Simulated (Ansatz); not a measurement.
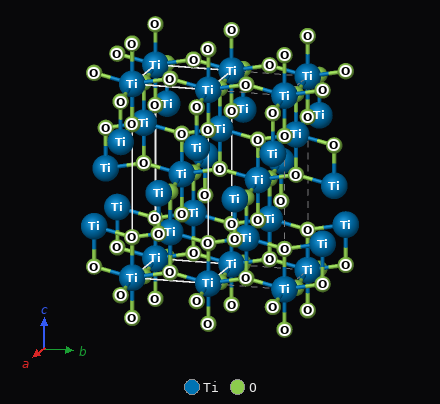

TiO₂ (space group I4_1/amd, No. 141): the input geometry of an electronic-structure calculation (not necessarily at equilibrium).

Bonds are taken as O–Ti below 2.2 Å. Atoms with one bond or none are removed and atoms with two bonds are replaced by edges, until no such atom is left.

What kind of net remains, and which atoms are its nodes?

A binodal (3,6)-connected, three-periodic net: O is a 3-connected node; Ti is a 6-connected node, in the ratio 2:1.

Which named net is it?

It is the ant net, known from anatase.

Is the net interpenetrated?

It is a single net, without interpenetration.

Give the point symbol of each node (shortest cycle at each angle).

O: 4²·6; Ti: 4⁴·6²·8⁸·10.

How many nodes does the smallest cycle have?

Four.
